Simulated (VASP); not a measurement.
Band structure of YB (relaxed from the NiAs type structure, space group P6_3/mmc). These are PBEsol GGA, VASP's PBE PAW potentials (set 64) (plane waves; VASP) values and carry that method's errors.

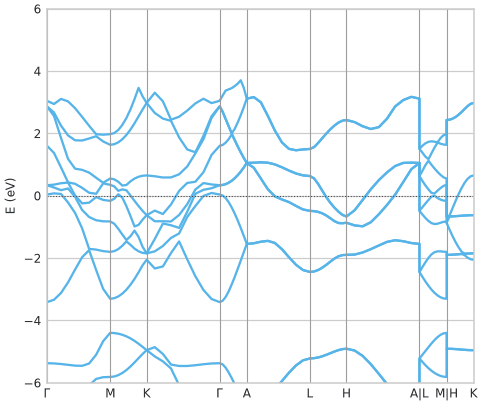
Bands along high-symmetry lines, zero at the valence-band maximum or, without a gap, the Fermi level

Read the plot: is there a gap, and where are the band edges?

It has no gap at this level: it comes out as a metal or semimetal. (Edges off the drawn lines would not show.)

The structure was generated: YB was put into the NiAs type type (P6_3/mmc), which need not be its known phase. It was relaxed first, which changed the volume by -25 %.
